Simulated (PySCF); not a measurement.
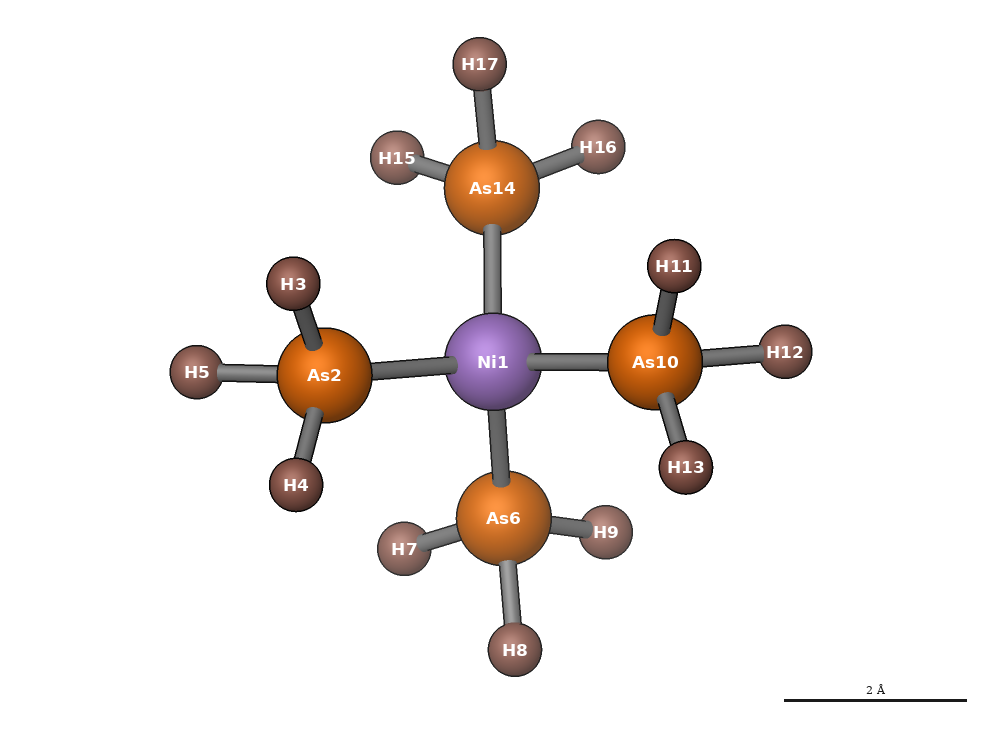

Atoms carry their numbers in the input. The species is neutral and a spin singlet. Computed geometry: PBE0-D3(BJ)/def2-SVP optimisation. No frequency run is at hand to confirm it as a minimum.

Which atoms are bonded, and how long are the bonds?

```csv
bond,length (Å)
Ni1–As2,2.227
Ni1–As6,2.226
Ni1–As10,2.225
Ni1–As14,2.226
As2–H3,1.527
As2–H4,1.527
As2–H5,1.527
As6–H7,1.527
As6–H8,1.527
As6–H9,1.527
As10–H11,1.527
As10–H12,1.527
As10–H13,1.527
As14–H15,1.527
As14–H16,1.527
As14–H17,1.528
```
